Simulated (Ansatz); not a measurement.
In doubt: masses and optical values from hybrid runs of this build are listed as unsure (in some of the runs), which bears on the screening that GW takes from such a start.

Consider Diamond (Fd-3m, 2 atoms a cell).

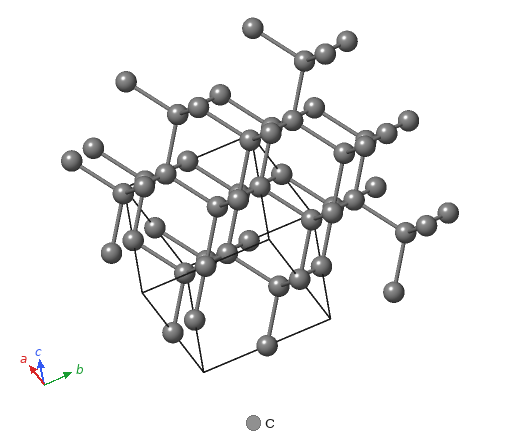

The structure (carbon grey). 2×2×1 conventional cells are drawn. Some periodic images of atoms are drawn too.

```xyz
2
Lattice="0.0000 1.7834 1.7834 1.7834 0.0000 1.7834 1.7834 1.7834 0.0000" Properties=species:S:1:pos:R:3 pbc="T T T"
C     0.0000    0.0000    0.0000
C     0.8917    0.8917    0.8917
```

The cell and positions come from the Crystallography Open Database and are kept as given unless a step says otherwise.

Gaps computed with Ansatz 0.2.0 without a self-energy: HSE06 5.29 eV, r2SCAN 4.35 eV and PBE0 6.04 eV.

**Question.** What gap should G0W0 on HSE06 give (8×8×8 mesh, 33 empty bands, screening to 120 eV, PAW set soft_1 files)?

About 5.73 eV: on its mesh the run moves the gap from 5.29 eV by +0.45 eV. Among the scalar-relativistic levels given, PBE0 is nearest (+0.31 eV). Bands and cutoff are finite, so the gap is not at the basis limit. The miss can reach some tenths of an eV and take either sign; the mesh is an error of its own.

[Paths, hosts, dates, memory and timing lines, banners, echoed tables and standing remarks are left out of the program output.]

[Logs are printed without paths, hosts, clocks, repeated set-up lines and the standing remarks that a program may print on its own settings, such as how far it seeks lower states.]

[Runs of the session that timed out or met a known fault of the program may be left out.]

[Cells called generated may have been cut or substituted from an entry of the Crystallography Open Database or the Materials Project.]

[Hosts, paths, dates, database ids (printed as entryN), source tags and the programs' standing remarks are cut or masked in the printed files.]
